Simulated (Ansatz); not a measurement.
**FH7N2Si···H2O: density, localisation and related maps**

The calculation's input:

```
crystal:
  periodic: [false, false, false]
  atoms:
    - {symbol: Si, position_ang: [-0.218532, -0.473595, -0.853102]}
    - {symbol: N, position_ang: [0.398181, -0.386174, 0.973506]}
    - {symbol: H, position_ang: [0.440795, -1.602069, -1.573790]}
    - {symbol: H, position_ang: [-1.028386, 0.743341, -1.166243]}
    - {symbol: N, position_ang: [-1.642884, -1.436248, -0.387267]}
    - {symbol: H, position_ang: [1.397876, 1.871045, -0.102290]}
    - {symbol: F, position_ang: [1.209017, 0.472997, -1.183369]}
    - {symbol: H, position_ang: [0.582320, 0.596665, 1.229490]}
    - {symbol: O, position_ang: [1.310332, 2.260972, 0.788194]}
    - {symbol: H, position_ang: [-0.306509, -0.810834, 1.567199]}
    - {symbol: H, position_ang: [1.275888, -0.888110, 1.073306]}
    - {symbol: H, position_ang: [-2.560735, -1.020997, -0.410589]}
    - {symbol: H, position_ang: [-1.694022, -2.413695, -0.627266]}
    - {symbol: H, position_ang: [0.836659, 3.086703, 0.672222]}
basis:
  gaussian: {orbitals: def2-TZVPP}
hamiltonian: {xc: pbe0, dispersion: d4}
output: {orbitals: {seedname: orbitals}}
```

Launched as:

```sh
ansatz run in.yaml --threads 8 --pin off --events-out ev --progress --plain --max-ram 19148MiB
```

The product side of a reaction path; geometry: PBE0-D4/def2-TZVP.

The calculation used Ansatz, RKS PBE0-D4/def2-TZVPP.

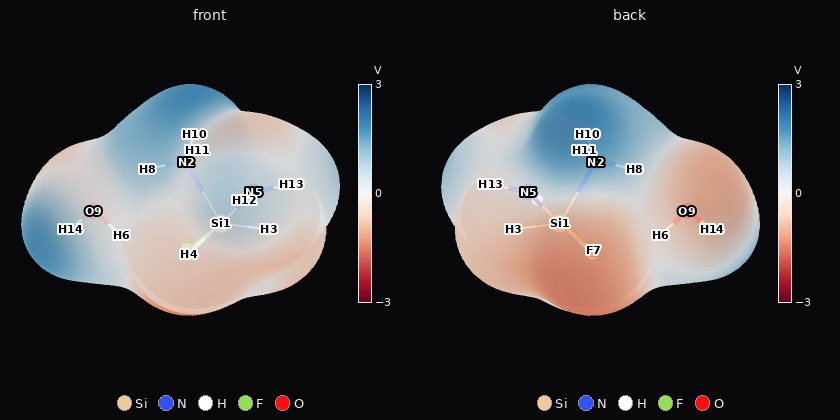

Figure 1. The electrostatic potential painted on the density surface at 0.001 e/bohr³, seen from the front and from behind; red is negative and blue positive.

Q: Describe the electrostatic potential map.

A: The most negative region (about −1.5 V) lies over F7, the most positive (about +2.0 V) over H11.

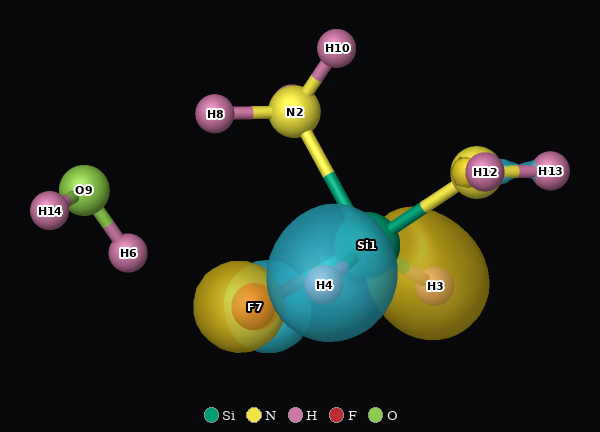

Figure 2. The HOMO−1 at ±0.2 Å⁻³ᐟ² (yellow and cyan are the two phases), seen at a tilt.

Q: Describe this orbital and give its energy.

A: By Hirshfeld shares it lies mainly on Si1 (about 25 %), F7 (about 25 %), H4 (about 20 %) and H3 (about 20 %). Its energy is −8.36 eV.

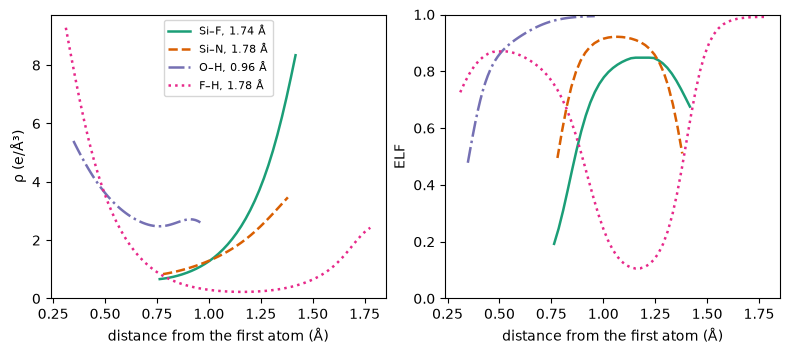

Figure 3. Electron density and ELF along straight lines between neighbouring atoms. The curves leave out the atomic cores.

Q: What can be read from the curves?

A: Si–F (1.74 Å): the density is about 0.83 e/Å³ at the midpoint; the ELF peaks at about 0.85 in the valence shell of F, 0.6 Å from its nucleus, and is about 0.55 at the midpoint.
Si–N (1.78 Å): the density is about 1 e/Å³ at the midpoint; the ELF peaks at about 0.90 between the atoms: a shared but strongly polarised pair.
O–H (0.96 Å): the density is about 3.8 e/Å³ at the midpoint; the ELF climbs to about 1 towards the hydrogen, as it does in any bond to H: a covalent bond by its length.
F7···H6 (1.78 Å): the density falls to about 0.23 e/Å³ on the way; the ELF dips to about 0.10 between them (by its geometry a hydrogen bond between the two molecules, with no shared pair).

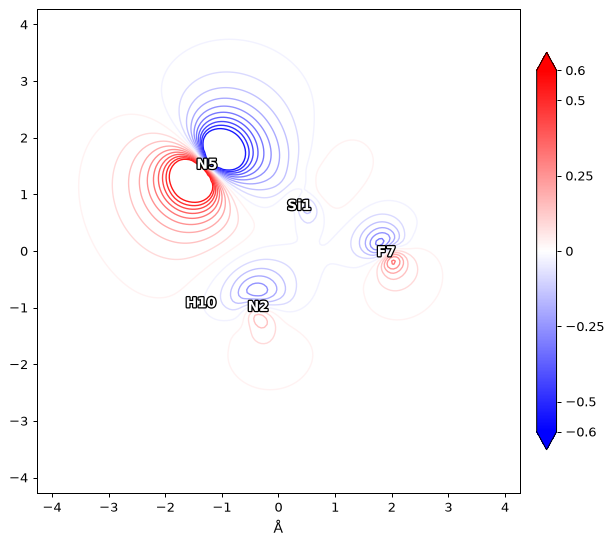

Figure 4. The HOMO on the plane of atoms N2, Si1 and F7 (values in Å⁻³ᐟ²; the overall sign is arbitrary).

Q: Describe this orbital and give its energy.

A: By Hirshfeld shares it lies mainly on N5 (about 60 %) and Si1 (about 10 %). Its energy is −6.59 eV.
